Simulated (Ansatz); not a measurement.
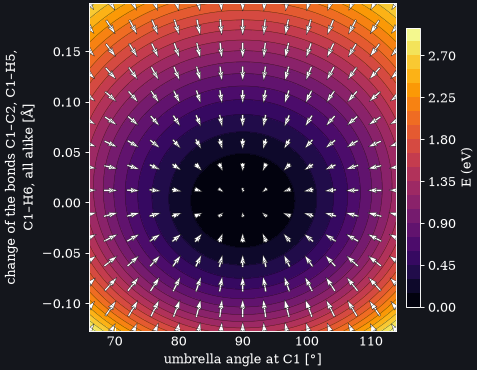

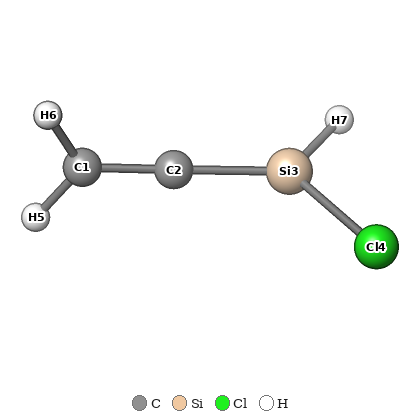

Energy landscape of C₂H₃ClSi, SMILES C=C=[SiH]Cl. Coordinates scanned: (1) umbrella angle at C1 (between each of its bonds and their common axis; 90 is planar); (2) change of the bonds C1–C2, C1–H5, C1–H6, all alike. Nothing is relaxed (all other coordinates rigid). The scan uses a 15 × 15 grid. Points are written as (first, second). Energies are in eV, from the relaxed molecule at the same level. Theory: RKS PBE0-D4/def2-TZVP in Ansatz.

Drawn: filled contours, dots at the grid points, arrows along the force (downhill), their lengths compressed. Between grid points the surface is interpolated. The second picture is the structure at the lowest point.

### Summarise what can be read from the map.

The lowest grid point is at (90.0°, 0.012 Å), 0.010 eV from the relaxed molecule at the same level. No other kind of well shows on this grid. The highest grid point, (114.0°, −0.128 Å), lies 2.99 eV above the lowest. Round the minimum the two coordinates are nearly uncoupled.

The values on the grid:

```tsv
second ↓, first →	66.0	69.4	72.9	76.3	79.7	83.1	86.6	90.0	93.4	96.9	100.3	103.7	107.1	110.6	114.0
0.198	2.77	2.55	2.35	2.20	2.08	1.99	1.93	1.92	1.93	1.98	2.07	2.19	2.34	2.53	2.76
0.174	2.45	2.21	2.00	1.84	1.71	1.62	1.56	1.54	1.56	1.61	1.70	1.83	1.99	2.20	2.44
0.151	2.16	1.91	1.69	1.52	1.38	1.29	1.23	1.21	1.22	1.28	1.38	1.51	1.69	1.90	2.15
0.128	1.91	1.64	1.41	1.23	1.09	0.99	0.92	0.90	0.92	0.98	1.08	1.23	1.41	1.64	1.90
0.105	1.69	1.41	1.17	0.98	0.83	0.72	0.65	0.63	0.65	0.72	0.82	0.97	1.16	1.41	1.68
0.081	1.50	1.21	0.96	0.76	0.60	0.48	0.41	0.39	0.41	0.48	0.59	0.75	0.95	1.21	1.50
0.058	1.37	1.07	0.80	0.59	0.43	0.31	0.23	0.21	0.23	0.30	0.42	0.59	0.80	1.06	1.37
0.035	1.29	0.97	0.70	0.48	0.30	0.18	0.10	0.08	0.10	0.18	0.30	0.47	0.69	0.97	1.29
0.012	1.27	0.94	0.65	0.42	0.24	0.12	0.04	0.01	0.03	0.11	0.24	0.42	0.65	0.94	1.27
−0.012	1.32	0.98	0.68	0.44	0.25	0.12	0.04	0.01	0.04	0.12	0.25	0.44	0.68	0.98	1.32
−0.035	1.45	1.10	0.78	0.54	0.34	0.20	0.12	0.09	0.12	0.20	0.34	0.54	0.78	1.10	1.45
−0.058	1.67	1.30	0.98	0.72	0.52	0.38	0.29	0.26	0.29	0.38	0.52	0.72	0.98	1.30	1.67
−0.081	1.98	1.60	1.27	1.00	0.80	0.65	0.55	0.53	0.55	0.65	0.80	1.00	1.27	1.61	1.99
−0.105	2.43	2.04	1.69	1.42	1.20	1.05	0.95	0.92	0.96	1.05	1.21	1.42	1.70	2.04	2.44
−0.128	2.99	2.58	2.23	1.95	1.73	1.57	1.47	1.44	1.47	1.57	1.73	1.95	2.23	2.59	3.00
```

The whole map (225 points run) took 23 min on 1 thread of Arm Neoverse V2, with other jobs on the host.
